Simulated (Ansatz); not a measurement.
# U-wB97X/def2-TZVPP run of BNH3 (SMILES B[NH])

Aim: the vertical ionisation energy of BNH3 at U-wB97X/def2-TZVPP, from 2 runs. 

Program for the calculation: Ansatz 0.2.0.

45 further runs of the same task are left out: 45 set aside as unsound or not needed.

### 1 The molecule

The species is BNH3 (5 atoms), meant as a doublet with charge 0. As SMILES, `B[NH]`. Geometry: relaxed at PBE0-D4/def2-TZVP.

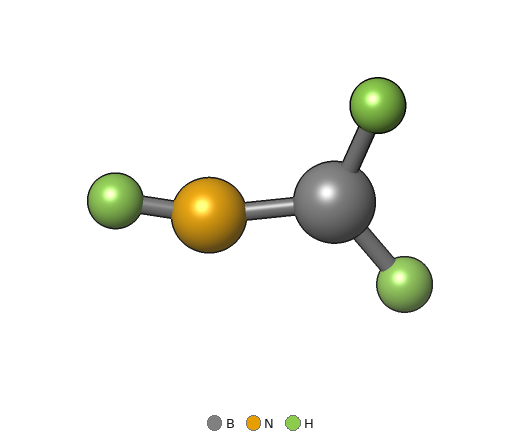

Viewed from a chosen angle; boron grey, nitrogen amber, hydrogen green.

### 2 A single-point energy at U-wB97X/def2-TZVPP

Input file job.yaml:

```yaml
crystal:
  periodic: [false, false, false]
  atoms:
    - {symbol: B, position_ang: [-0.310800, -0.370100, -0.091600]}
    - {symbol: N, position_ang: [0.531200, 0.655200, -0.019800]}
    - {symbol: H, position_ang: [-0.414800, -1.107400, 0.862500]}
    - {symbol: H, position_ang: [-0.964100, -0.573100, -1.081900]}
    - {symbol: H, position_ang: [1.208400, 1.321700, 0.289300]}
basis:
  gaussian: {orbitals: def2-TZVPP}
magnetization: {spin_polarized: true, initial_magnetization: 1}
hamiltonian: {xc: {name: wB97X}}
accuracy: high
output: {orbitals: {seedname: orbitals}}
```

Command:

```console
ansatz run job.yaml --threads 1 --pin off --max-ram 3480MiB --events-out events.jsonl --progress --plain --runs-dir runs
```

Log:

```text
Warning: RAYON_NUM_THREADS=1 ignored (pool sized by the plan → 1); use --threads N
Functional definition: wB97X
  name "wB97X"
  parameter omega = 0.3/bohr
  parameter cx = 0.157706
  parameter cx1 = 0.726479
  parameter cx2 = 1.04760
  parameter cx3 = -5.70635
  parameter cx4 = 13.2794
  parameter css1 = -4.33879
  parameter css2 = 18.2308
  parameter css3 = -31.7430
  parameter css4 = 17.2901
  parameter cos1 = 2.37031
  parameter cos2 = -11.3995
  parameter cos3 = 6.58405
  parameter cos4 = -3.78132
  exchange = spin_sum(e_x_unif_sr(omega)*poly(b97_u_x, 1 - cx, cx1, cx2, cx3, cx4)) + cx*exact_x_sr(omega)
      + exact_x_lr(omega)
  correlation = spin_sum(e_c_pw_same_spin*poly(b97_u_same, 1, css1, css2, css3, css4))
      + integral(e_c_pw_opposite_spin*poly(b97_u_opposite, 1, cos1, cos2, cos3, cos4))
1698 factors; integrals over basis functions are off by at most 3.1e-9 eV
272 factors; integrals over basis functions are off by at most 2.3e-9 eV
mean field evaluation 1: about -2209.7397 eV, gradient 3.1e1 eV
mean field evaluation 2: about -2209.0986 eV, gradient 3.3e1 eV
mean field evaluation 4: about -2213.7690 eV, gradient 1.4e0 eV
mean field evaluation 8: about -2213.8112 eV, gradient 3.9e-2 eV
mean field evaluation 16: about -2213.8113 eV, gradient 2.6e-5 eV
mean field -2213.81126808 eV, -81.3560635266 hartree, gradient 8.6e-8 eV, S^2 0.758823; 0 other end points of the search recorded, 0 dependent functions left out
reference -2213.81126524 eV, -81.3560634225 hartree; 8, 7 occupied and 96, 97 virtual orbitals, 1698 factors
Total energy: -2213.81126524 eV, -81.3560634225 hartree
```

Wall time 24 s (1 thread of Arm Neoverse V1, shared host); peak memory 0.49 GiB.

### 3 The singlet cation

Input file in.yaml:

```yaml
crystal:
  periodic: [false, false, false]
  atoms:
    - {symbol: B, position_ang: [-0.310800, -0.370100, -0.091600]}
    - {symbol: N, position_ang: [0.531200, 0.655200, -0.019800]}
    - {symbol: H, position_ang: [-0.414800, -1.107400, 0.862500]}
    - {symbol: H, position_ang: [-0.964100, -0.573100, -1.081900]}
    - {symbol: H, position_ang: [1.208400, 1.321700, 0.289300]}
basis:
  gaussian:
    orbitals: def2-TZVPP
hamiltonian:
  xc: {name: wB97X}
accuracy: high
output: {orbitals: {seedname: orbitals}}
total_charge: 1
```

Command:

```console
ansatz run in.yaml --threads 1 --pin off --max-ram 3480MiB --events-out events.jsonl --progress --plain --runs-dir runs
```

Log (excerpt; [...] marks lines left out):

```text
Warning: RAYON_NUM_THREADS=1 ignored (pool sized by the plan → 1); use --threads N
Functional definition: wB97X
  name "wB97X"
[...]
      + exact_x_lr(omega)
[...]
      + integral(e_c_pw_opposite_spin*poly(b97_u_opposite, 1, cos1, cos2, cos3, cos4))
1698 factors; integrals over basis functions are off by at most 3.1e-9 eV
272 factors; integrals over basis functions are off by at most 2.3e-9 eV
[...]
mean field -2203.13853980 eV, -80.9638479968 hartree, gradient 8.2e-8 eV, S^2 0.000000; 0 other end points of the search recorded, 0 dependent functions left out
reference -2203.13853701 eV, -80.9638478943 hartree; 7, 7 occupied and 97, 97 virtual orbitals, 1698 factors
Total energy: -2203.13853701 eV, -80.9638478943 hartree
```

Wall time 14 s (1 thread of Arm Neoverse V1, shared host); peak memory 0.33 GiB.

### 4 Results

Level: U-wB97X/def2-TZVPP.

| quantity | value |
| --- | --- |
| doublet BNH3: total energy | -81.35606 Eh |
| doublet BNH3: HOMO energy (highest over α and β) | -10.26 eV |
| doublet BNH3: LUMO energy (lowest over α and β) | -0.90 eV |
| doublet BNH3: ⟨S²⟩ | 0.759 |
| singlet cation: total energy | -80.96385 Eh |
| singlet cation: HOMO energy | -20.10 eV |
| singlet cation: LUMO energy | -10.86 eV |
| singlet cation: HOMO–LUMO gap | 9.24 eV |
| vertical ionisation energy (to the singlet cation) | 10.673 eV |

In words: Removing an electron at fixed nuclei costs 10.67 eV (246 kcal/mol). Only the singlet of the ionised species was computed; a triplet could lie lower.
